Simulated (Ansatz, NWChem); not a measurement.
CBrCl2F (bromodichlorofluoromethane): a line through the functionals

CBrCl2F has 5 atoms, charge 0, and is taken as a singlet. As SMILES, `FC(Cl)(Cl)Br`. Geometry: relaxed at PBE0-D4/def2-TZVP.

The HOMO–LUMO gap y, in eV, basis cc-pVDZ; a is the functional's share of exact exchange. Programs: Ansatz 0.2.0, NWChem 7.3.0.

| functional | program | a | y (eV) |
| --- | --- | --- | --- |
| PBE | Ansatz | 0 | 4.70 |
| TPSS | NWChem | 0 | 4.89 |
| B3LYP | Ansatz | 0.2 | 6.54 |
| r2SCAN0 | Ansatz | 0.25 | ? |
| PBE0 | Ansatz | 0.25 | 7.06 |
| BHLYP | Ansatz | 0.5 | 9.40 |

Fit y = c + s·a to the known rows and predict r2SCAN0.


1. Means of the 5 rows: a = 0.1900, y = 6.518.
2. Σ(Δa)² = 0.172, Σ(Δa·Δy) = 1.5809, so the slope is 1.5809/0.172 = 9.1913.
3. Intercept: 6.518 − (9.1913) × 0.1900 = 4.772. The largest residual of the fit is 0.12.
4. r2SCAN0: 4.772 + (9.1913) × 0.25 = 7.07 eV.

The run gave 7.33 eV, so the prediction is off by -0.26 eV, more than the scatter of the fit. Exact exchange lowers occupied levels and raises empty ones. The rows mix families of semi-local functionals, which the line can't see.

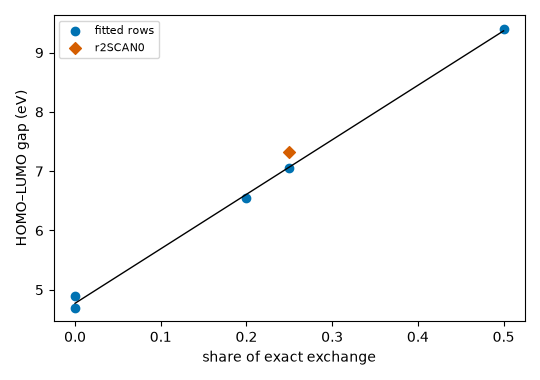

The fitted line, with the withheld row.
